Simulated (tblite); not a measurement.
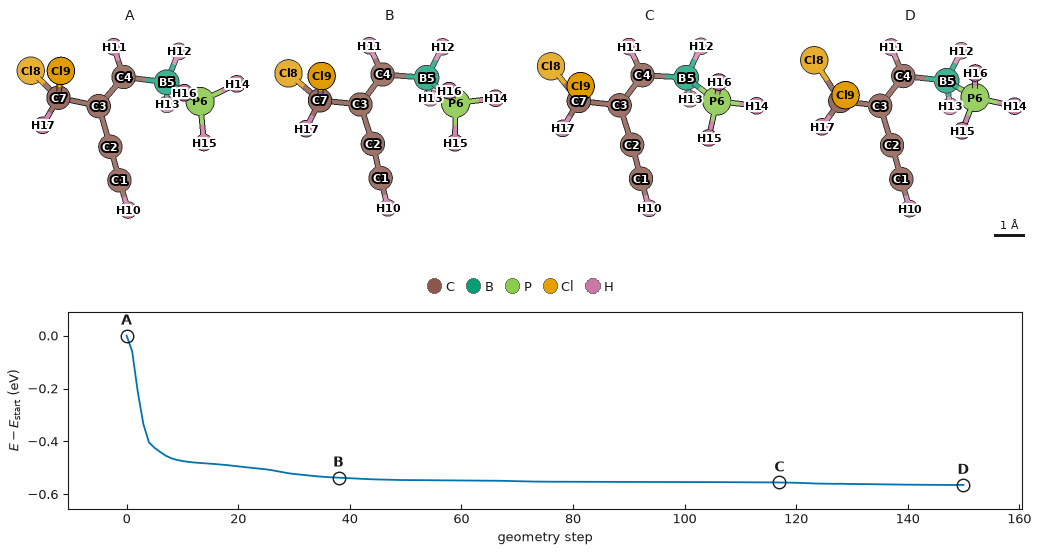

Frames of a relaxation of C$_{5}$H$_{8}$BCl$_{2}$P, marked on the history of the run. A ball-and-stick model, seen face on.

Theory: GFN2-xTB geometry optimisation, gas phase (tblite 0.8.0). 

Question: What happens along the run?

Answer: The largest move after the best rigid fit is that of H15, 1.13 Å. By element the largest moves are H 1.13 Å, Cl 0.87 Å, B 0.23 Å, P 0.22 Å, C 0.17 Å. Near-neighbour distances that change, for instance: C2–C3 1.458 → 1.417 Å, P6–H15 1.417 → 1.379 Å, B5–P6 1.891 → 1.925 Å, C4–B5 1.582 → 1.608 Å. Bond angles that change, for instance: B5–P6–H14 109.5° → 123.0°, H14–P6–H16 109.2° → 97.4°, H14–P6–H15 109.6° → 98.2°. Groups turn about B5–P6 by about 40°, C3–C7 by about 25°. The energy falls by 0.565 eV in 150 geometry steps. From step 0 to 38: H14 moves most (0.49 Å), energy −0.537 eV. From step 38 to 117: H16 moves most (0.45 Å), energy −0.018 eV. From step 117 to 150: Cl8 moves most (0.41 Å), energy −0.009 eV.

```tsv
step	E − E(0), eV
0	0.0000
1	-0.0597
2	-0.2126
3	-0.3339
4	-0.4034
5	-0.4244
6	-0.4398
7	-0.4540
8	-0.4639
9	-0.4701
10	-0.4743
17	-0.4878
25	-0.5059
32	-0.5277
39	-0.5380
47	-0.5454
54	-0.5471
62	-0.5480
69	-0.5500
76	-0.5526
84	-0.5530
91	-0.5535
98	-0.5537
106	-0.5543
113	-0.5547
121	-0.5574
128	-0.5603
135	-0.5624
143	-0.5644
150	-0.5648
```
